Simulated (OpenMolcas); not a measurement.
# One shape, several levels: quartet C2H4ClSi

Wanted: a comparison of 6 runs (UB3LYP/6-31G*, U-r2SCAN/def2-SVP, U-revPBE/def2-SVP, UPBE/def2-SVP, UTPSS/def2-SVP, ROCCSD(T)/def2-SVP) of quartet C2H4ClSi. 

The results are computed with OpenMolcas 26.06.

## (1) The molecule

C2H4ClSi has 8 atoms, charge 0, and is taken as a quartet. SMILES of the parent species: `C=C[SiH]Cl`. The coordinates come from a PBE0-D4/def2-TZVP relaxation. That shape belongs to the parent species and isn't relaxed for this state.

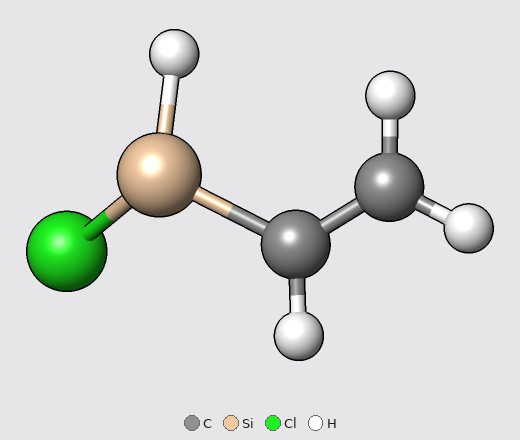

The structure, seen from a chosen angle (carbon grey, silicon light orange, chlorine green, hydrogen white).

## (2) The energy at UB3LYP/6-31G(d) (Cartesian functions) (run 1)

File struct.xyz:

```xyz
8

C      0.647000     1.027000    -0.659700
C      0.628500    -0.066700     0.105400
Si    -0.903600    -0.642600     0.947100
Cl    -1.031600    -2.697900     0.941300
H     -0.256900     1.588200    -0.880600
H      1.563900     1.404900    -1.102500
H      1.561300    -0.591000     0.301600
H     -2.116300    -0.079100     0.291500
```

File job.inp:

```
>>> EXPORT MOLCAS_PRINT=2
&GATEWAY
BASLIB
$CurrDir
COORD
struct.xyz
BASIS
6-31Gs
GROUP
NoSym
&SEWARD
GRIDINPUT
Grid=UltraFine
End of Grid
&SCF
UHF
SPIN
4
KSDFT
B3LYP
THRESHOLDS
1e-10 1e-07 1e-07 1e-05
PRORBITALS
1 1
```

The basis set 6-31G* is read from a file made from the Basis Set Exchange's data (not shown).

Run with:

```
export MOLCAS_MEM=1860
pymolcas job.inp > job.log
```

What it wrote:

```text
--- Start Module: gateway ---
[...]
--- Stop Module: gateway /rc=_RC_ALL_IS_WELL_ ---
--- Start Module: seward ---
[...]
      Basis functions           76
--- Stop Module: seward /rc=_RC_ALL_IS_WELL_ ---
[...]
--- Start Module: scf ---
[...]
       Convergence after  22 Iterations
[...]
::    Total KS-DFT energy                            -828.1176215125
[...]
      Total spin, S                                     1.5016727604
[...]
      Total electronic charge=   47.000000
      Total            charge=   -0.000000
[...]
      Dipole Moment (debye):
      Origin of the operator (angstrom)=   -0.4978   -1.0822    0.5645
                   X=  1.2116E+00               Y=  1.9488E+00               Z= -7.4085E-01           Total=  2.4114E+00
      Quadrupole Moment (debye*angstrom):
[...]
--- Stop Module: scf /rc=_RC_ALL_IS_WELL_ ---
[...]
```

Run time: 54 s. Hardware: 1 thread of Intel Xeon Platinum 8259CL at 2.50GHz (Skylake/Cascade Lake), shared host; peak memory 0.43 GiB.

## (3) A single-point energy at U-r2SCAN/def2-SVP (run 2)

File calc.input:

```
* C2H4ClSi Kohn-Sham DFT
&GATEWAY
BASLIB=$CurrDir
COORD
8
angstrom
C        0.647000       1.027000      -0.659700
C        0.628500      -0.066700       0.105400
Si      -0.903600      -0.642600       0.947100
Cl      -1.031600      -2.697900       0.941300
H       -0.256900       1.588200      -0.880600
H        1.563900       1.404900      -1.102500
H        1.561300      -0.591000       0.301600
H       -2.116300      -0.079100       0.291500
BASIS=def2-SVP
GROUP=NoSym
&SEWARD
GRIDINPUT
Grid=UltraFine
End of Grid
&SCF
UHF
SPIN=4
KSDFT=2
1.0 MGGA_X_R2SCAN
1.0 MGGA_C_R2SCAN
THRESHOLDS=1e-10 1e-07 1e-07 1e-05
PRORBITALS=1
```

The basis set def2-SVP is read from a file made from the Basis Set Exchange's data (not shown).

Run with:

```
export MOLCAS_MEM=1860
pymolcas calc.input > calc.log
```

What it wrote:

```text
--- Start Module: gateway ---
[...]
--- Stop Module: gateway /rc=_RC_ALL_IS_WELL_ ---
--- Start Module: seward ---
[...]
      Basis functions           84
--- Stop Module: seward /rc=_RC_ALL_IS_WELL_ ---
[...]
--- Start Module: scf ---
[...]
       Convergence after  22 Iterations
[...]
::    Total KS-DFT energy                            -827.7317985828
[...]
      Total spin, S                                     1.5028428659
[...]
      Total electronic charge=   47.000000
      Total            charge=   -0.000000
[...]
      Dipole Moment (debye):
      Origin of the operator (angstrom)=   -0.4978   -1.0822    0.5645
                   X=  1.1156E+00               Y=  1.4935E+00               Z= -6.1988E-01           Total=  1.9645E+00
      Quadrupole Moment (debye*angstrom):
[...]
--- Stop Module: scf /rc=_RC_ALL_IS_WELL_ ---
[...]
```

Wall time 91 s (1 thread of Intel Xeon Platinum 8259CL at 2.50GHz (Skylake/Cascade Lake), shared host); peak memory 0.46 GiB.

Runs 3 to 5 aren't shown in full; the table further down has their settings and results.

## (4) The energy at ROCCSD(T)/def2-SVP (run 6)

File coord.xyz:

```xyz
8

C      0.647000     1.027000    -0.659700
C      0.628500    -0.066700     0.105400
Si    -0.903600    -0.642600     0.947100
Cl    -1.031600    -2.697900     0.941300
H     -0.256900     1.588200    -0.880600
H      1.563900     1.404900    -1.102500
H      1.561300    -0.591000     0.301600
H     -2.116300    -0.079100     0.291500
```

File calc.input:

```
&GATEWAY
BasLib = $CurrDir
Coord = coord.xyz
Basis = def2-SVP
Group = NoSym
&SEWARD
&SCF
UHF
Spin = 4
Thresholds = 1e-10 1e-07 1e-07 1e-05
PrOrbitals = 1 2
&RASSCF
FileOrb = $Project.UnaOrb
Spin = 4
Nactel = 3 0 0
Inactive = 22
Ras2 = 3
OutOrbitals = Canonical
OrbListing = Few
&MOTRA
JobIph
Frozen = 12
&CCSDT
CCT
Triples = 3
Iterations = 80
Accuracy = 1e-08
Extrapolation = 5 4
```

The basis set def2-SVP is read from a file made from the Basis Set Exchange's data (not shown).

Run with:

```
export MOLCAS_MEM=1860
pymolcas calc.input > calc.log
```

What it wrote:

```text
--- Start Module: gateway ---
[...]
--- Stop Module: gateway /rc=_RC_ALL_IS_WELL_ ---
[...]
      Basis functions           84
[...]
       Convergence after  20 Iterations
[...]
::    Total SCF energy                               -826.0662784458
[...]
      Total spin, S                                     1.5049937990
[...]
      Number of active orbitals                  3
[...]
      Spin quantum number                      1.5
[...]
      Active orbitals                            3
[...]
      Number of CSFs                             1
[...]
      Number of root(s) required                 1
[...]
      Convergence after  9 iterations
[...]
      printout of CI-coefficients larger than  0.05 for root  1
      energy=    -826.057689
      conf/sym  111     Coeff  Weight
             1  uuu   1.00000 1.00000
      Natural orbitals and occupation numbers for root  1
      sym 1:   1.000000   1.000000   1.000000
      ************************************************************************************************************************
      *                                                    Final results                                                     *
[...]
::    RASSCF root number  1 Total energy:   -826.05768927
[...]
      Total electronic charge=   47.000000
      Total            charge=   -0.000000
[...]
      Dipole Moment (debye):
      Origin of the operator (angstrom)=   -0.4978   -1.0822    0.5645
                   X=  1.0537E+00               Y=  1.8616E+00               Z= -4.1334E-01           Total=  2.1787E+00
      Quadrupole Moment (debye*angstrom):
[...]
--- Start Module: motra ---
[...]
      Convergence after                    22  Iterations
      Total energy (diff) :    -826.54796376      -0.00000000
[...]
 METHOD                       : CCSD+T(CCSD)+<T3(1)WT1>+<T3(1)UT2> = CCSD(T)
[...]
       CCSD     =      -826.5479637558557
[...]
```

Run time: 68 s. Hardware: 1 thread of Intel Xeon Platinum 8259CL at 2.50GHz (Skylake/Cascade Lake), shared host; peak memory 0.47 GiB.

## (5) All runs side by side

```csv
run,level,Cartesian functions,integration grid,energy (Eh),dipole moment (D),HOMO energy (eV),⟨S²⟩,wall time
1,UB3LYP/6-31G* (Cartesian functions),yes,UltraFine,-828.117622,2.41,-3.42,3.757,54 s
2,U-r2SCAN/def2-SVP,no,UltraFine,-827.731799,1.96,-3.06,3.761,91 s
3,U-revPBE/def2-SVP,no,UltraFine,-827.657748,1.76,-2.62,3.757,62 s
4,UPBE/def2-SVP,no,UltraFine,-827.374018,1.70,-2.63,3.756,68 s
5,UTPSS/def2-SVP,no,UltraFine,-827.891150,1.88,-2.78,3.759,98 s
6,ROCCSD(T)/def2-SVP,no,–,-826.559848,–,–,–,68 s
```

## (6) What came out

| quantity | value |
| --- | --- |
| run 6: total energy | -826.55985 Eh |
| run 6: (T) correction | -11.88 mEh |

In words: Over runs 1, 2, 3, 4, 5 the dipole moment (its size) runs from 1.70 D (UPBE/def2-SVP) to 2.41 D (UB3LYP/6-31G*). The two ends differ in method and basis. Totals of different functionals can't be ranked against each other. All runs together took 7.3 min, the longest 98 s.
